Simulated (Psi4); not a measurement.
# B3LYP/6-311++G(2d,2p) (sweep point 8) run of BH2F (SMILES BF)

What is the vertical electron affinity of BH2F at B3LYP/6-311++G(2d,2p) (sweep point 8)? 

The calculation is run with Psi4 1.11.

## Step 1: Starting point

The species is BH2F (4 atoms), meant as a singlet with charge 0. SMILES: `BF`. The shape is that of a PBE0-D4/def2-TZVP optimisation.

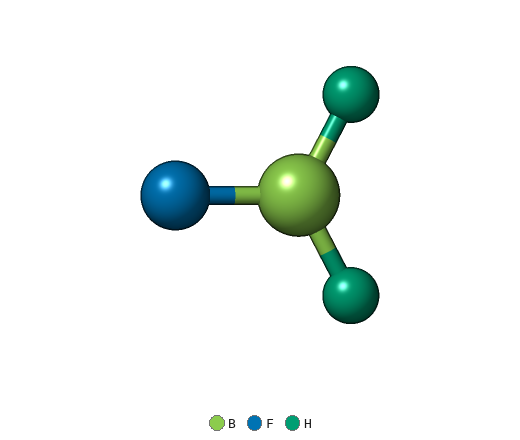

Viewed from a chosen angle; boron green, fluorine blue, hydrogen teal.

## Step 2: A single-point energy at B3LYP/6-311++G(2d,2p) (sweep point 8)

The input, bfh2.in:

```
memory 1600 mb

molecule molecule1 {
  0 1
  B     -0.05158952    -0.00755890    -0.05820356
  F      2.00537736    -0.56068174     1.22813301
  H     -1.91334770    -1.22662123     0.35186700
  H      0.06462863     1.68110036    -1.56015789
  units bohr
  symmetry c1
}

set {
  basis 6-311++G(2d,2p)
  puream true
  scf_type pk
  dft_radial_points 99
  dft_spherical_points 590
}

e, wfn = energy('b3lyp', return_wfn=True)
```

Command:

```bash
$ psi4 -i bfh2.in -o bfh2.out -n 1
```

bfh2.out, shortened:

```text
[...]
  Running in c1 symmetry.
[...]
  Nuclear repulsion =   27.175758523276198
[...]
  Multiplicity = 1
[...]
  Nalpha       = 8
  Nbeta        = 8
[...]
    Number of basis functions: 74
[...]
   @RKS iter   1:  -125.91342910999930   -5.15520e-01   5.31607e-03 DIIS/ADIIS
[...]
   @RKS iter   7:  -125.97600683950104   -3.62584e-09   1.86615e-07 DIIS
[...]
    Orbital Energies [Eh]
    ---------------------
    Doubly Occupied:
       1A    -24.702920     2A     -6.813118     3A     -1.233081
       4A     -0.577253     5A     -0.491181     6A     -0.475705
       7A     -0.458745     8A     -0.337550
[...]
  @RKS Final Energy:  -125.97600683950104
   => Energetics <=
    Nuclear Repulsion Energy =             27.1757585232761976
    One-Electron Energy =                -227.2473790356158077
    Two-Electron Energy =                  86.4512766348735369
    DFT Exchange-Correlation Energy =     -12.3556629620349501
    Empirical Dispersion Energy =           0.0000000000000000
    VV10 Nonlocal Energy =                  0.0000000000000000
    Total Energy =                       -125.9760068395010393
[...]
 Multipole Moments:
 ------------------------------------------------------------------------------------
     Multipole            Electronic (a.u.)      Nuclear  (a.u.)        Total (a.u.)
 ------------------------------------------------------------------------------------
 L = 1.  Multiply by 2.5417464519 to convert [e a0] to [Debye]
 Dipole X            :          1.6212626           -1.8791707           -0.2579081
 Dipole Y            :         -0.4361343            0.5054210            0.0692867
 Dipole Z            :          1.0140899           -1.1752995           -0.1612096
 Magnitude           :                                                    0.3119387
[...]
```

Wall time 7.8 s (1 thread of AMD EPYC 7R43 (Zen 3), shared host); peak memory 0.7 GiB.

## Step 3: The doublet anion, same level

The input, input.dat:

```
memory 1600 MB

molecule system {
  -1 2
  B     -0.05158952    -0.00755890    -0.05820356
  F      2.00537736    -0.56068174     1.22813301
  H     -1.91334770    -1.22662123     0.35186700
  H      0.06462863     1.68110036    -1.56015789
  units au
  symmetry c1
}

set {
  basis                6-311++G(2d,2p)
  reference            uks
  puream               true
  scf_type             pk
  dft_radial_points    99
  dft_spherical_points 590
  maxiter              150
}

E, wfn = energy('b3lyp', return_wfn=True)
```

Command:

```bash
$ psi4 -i input.dat -o output.dat -n 1
```

output.dat, shortened:

```text
[...]
  Running in c1 symmetry.
[...]
  Nuclear repulsion =   27.175758523276198
[...]
  Multiplicity = 2
[...]
  Nalpha       = 9
  Nbeta        = 8
[...]
    Number of basis functions: 74
[...]
   @UKS iter   1:  -125.71670932520550   -3.18800e-01   8.35730e-03 DIIS/ADIIS
[...]
   @UKS iter   9:  -125.95674750246417   -1.69016e-08   2.34815e-07 DIIS
[...]
   @S^2 Observed:                7.512804319E-01
[...]
    Orbital Energies [Eh]
    ---------------------
    Alpha Occupied:
       1A    -24.471247     2A     -6.559686     3A     -1.008333
       4A     -0.355200     5A     -0.268394     6A     -0.258637
       7A     -0.231976     8A     -0.112270     9A      0.085951
    Alpha Virtual:
      10A      0.147154    11A      0.158359    12A      0.163096
      13A      0.186533    14A      0.189672    15A      0.197432
      16A      0.339050    17A      0.351614    18A      0.391863
      19A      0.402109    20A      0.417220    21A      0.453696
      22A      0.504207    23A      0.556059    24A      0.564624
      25A      0.568517    26A      0.587532    27A      0.663414
[...]
  @UKS Final Energy:  -125.95674750246417
   => Energetics <=
    Nuclear Repulsion Energy =             27.1757585232761976
    One-Electron Energy =                -230.8868753756291881
    Two-Electron Energy =                  90.2509731021003887
    DFT Exchange-Correlation Energy =     -12.4966037522115627
    Empirical Dispersion Energy =           0.0000000000000000
    VV10 Nonlocal Energy =                  0.0000000000000000
    Total Energy =                       -125.9567475024641681
[...]
 Multipole Moments:
 ------------------------------------------------------------------------------------
     Multipole            Electronic (a.u.)      Nuclear  (a.u.)        Total (a.u.)
 ------------------------------------------------------------------------------------
 L = 1.  Multiply by 2.5417464519 to convert [e a0] to [Debye]
 Dipole X            :          3.0231642           -1.8791707            1.1439935
 Dipole Y            :         -0.8131669            0.5054210           -0.3077458
 Dipole Z            :          1.8907348           -1.1752995            0.7154353
 Magnitude           :                                                    1.3839350
[...]
```

It took 12 s on 1 thread of AMD EPYC 7R43 (Zen 3), shared host; peak memory 0.7 GiB.

## Step 4: What came out

Level: B3LYP/6-311++G(2d,2p) (sweep point 8).

```
                                         quantity          value
                       singlet BH2F: total energy  -125.97601 Eh
                      singlet BH2F: dipole moment         0.79 D
                        singlet BH2F: HOMO energy       -9.19 eV
                        singlet BH2F: LUMO energy       -1.56 eV
                      singlet BH2F: HOMO–LUMO gap        7.63 eV
                      doublet anion: total energy  -125.95675 Eh
doublet anion: HOMO energy (highest over α and β)        2.34 eV
 doublet anion: LUMO energy (lowest over α and β)        4.00 eV
                              doublet anion: ⟨S²⟩          0.751
vertical electron affinity (to the doublet anion)      -0.524 eV
```

In words: The anion lies 0.52 eV (50.6 kJ/mol) above the neutral: the electron isn't bound at this level, and such a value depends on the basis. The HOMO (doublet anion) lies at positive energy, 2.34 eV; only total energies tell whether the electron is bound.
